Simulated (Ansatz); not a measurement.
Consider CH$_{5}$SSi (SMILES C[SiH]S) (doublet).

```xyz
8

C    -0.8860   -0.1753    2.0351
S     2.4830   -0.0186    1.6332
Si    0.5220   -0.4727    0.7768
H    -1.8697   -0.3575    1.5561
H    -0.7950   -0.8538    2.9066
H    -0.8544    0.8728    2.3995
H     0.4234    0.5104   -0.3644
H     2.3376   -0.8528    2.7040
```

Geometry: BLYP-D3(BJ)/def2-SVP.

Level of theory: isolated molecule in a Gaussian basis; Kohn-Sham density functional theory, functional PBE0 in Ansatz.

> What can the converged electron density, electron localisation function and spin density tell about the bonding?

C–Si (1.91 Å): ρ is about 0.89 e/Å³ halfway; the ELF peaks at about 0.95 between the atoms: a covalent bond.
Si–S (2.19 Å): the density is about 0.76 e/Å³ at the midpoint; the ELF peaks at about 0.90 between the atoms, as expected for a shared electron pair.
C–H (1.11 Å): ρ is about 1.9 e/Å³ halfway; the ELF climbs to about 1 towards the hydrogen, as it does in any bond to H; a covalent bond by its length.
The unpaired spin (1 electron) lies mostly on Si3 (about 0.7) and S2 (about 0.1), in electrons by Hirshfeld's partition.

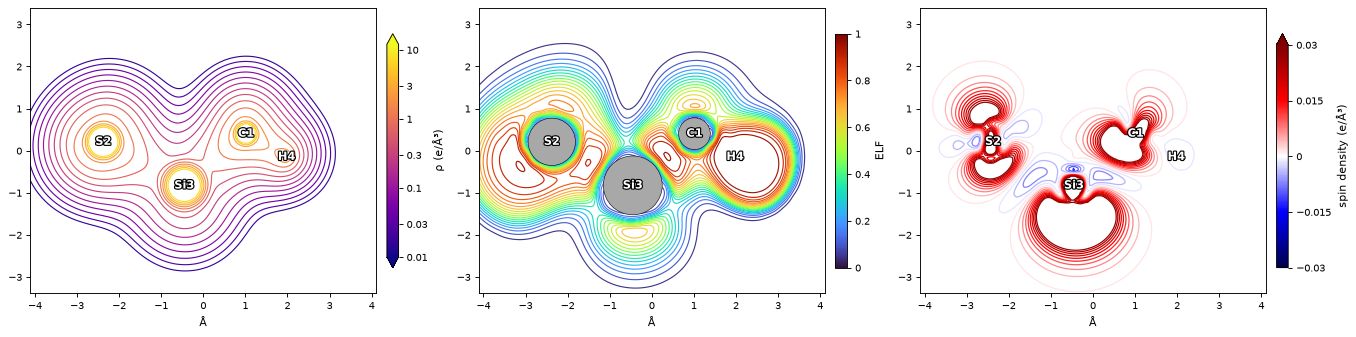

Computed electron density, electron localisation function and spin density on the plane of atoms Si3, C1 and H4, in this order. Grey discs cover the atomic cores in the ELF map. 
